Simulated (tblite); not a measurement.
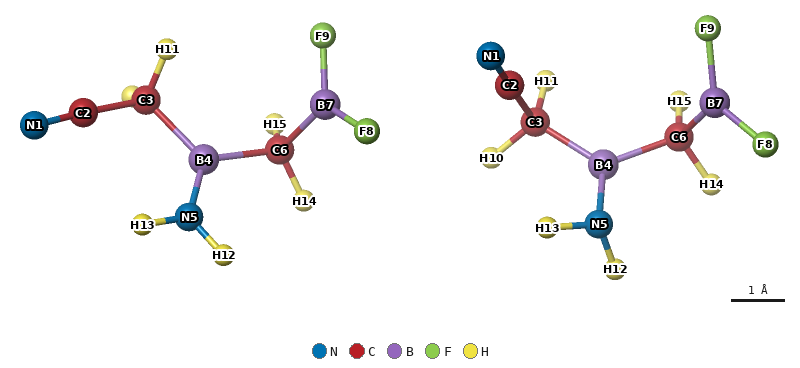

Two geometries of C₃H₆B₂F₂N₂, drawn at one scale. One is the start of a relaxation, the other its converged end. The picture is a ball-and-stick view, seen at a tilt.

Level of theory: tblite, GFN2-xTB geometry optimisation, gas phase. 

> Which of the two is the end point?

The left one is the relaxed one. The largest move after the best rigid fit is that of N1, 1.78 Å. Largest moves by element: N 1.78 Å, H 1.53 Å, C 0.75 Å, F 0.70 Å, B 0.46 Å. Some distances before and after: B4–N5 1.529 → 1.375 Å, B7–F8 1.467 → 1.322 Å, B7–F9 1.449 → 1.322 Å, C3–H10 1.141 → 1.093 Å. Among the angles between lasting bonds that change: B4–N5–H12 106.0° → 124.0°, B4–N5–H13 108.9° → 123.1°, F8–B7–F9 121.2° → 113.4°. Groups turn about C3–B4 by about 70°. After 163 geometry steps the energy has fallen by 43.7 kcal/mol.
